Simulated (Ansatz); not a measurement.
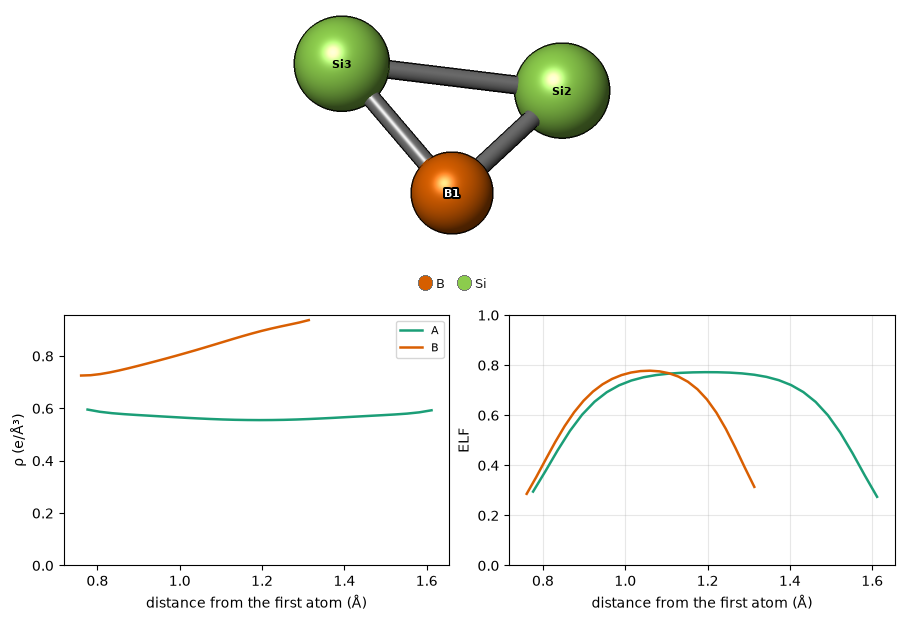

Figure. BSi$_{2}$ (doublet). Total electron density and electron localisation function along straight lines between neighbouring atoms. The curves leave out the atomic cores. The structure is drawn too.

Geometry: PBE0-D4/def2-TZVP.

All numbers below come from Ansatz 0.2.0, UKS PBE0-D4/def2-TZVP.

```xyz
3

B     0.4611    0.7124   -0.3961
Si   -0.6035    0.3697    1.0694
Si    0.1425   -1.0821   -0.6733
```

Q: Which curve belongs to which contact (Si–B and Si–Si)? The first atom named is at distance zero.

A: Curve A: Si–Si (2.39 Å): ρ at the midpoint is about 0.56 e/Å³; the ELF peaks at about 0.75 between the atoms; a shared electron pair. Curve B: Si–B (1.84 Å): the density is about 0.77 e/Å³ at the midpoint; the ELF peaks at about 0.80 between the atoms, as expected for a covalent bond.
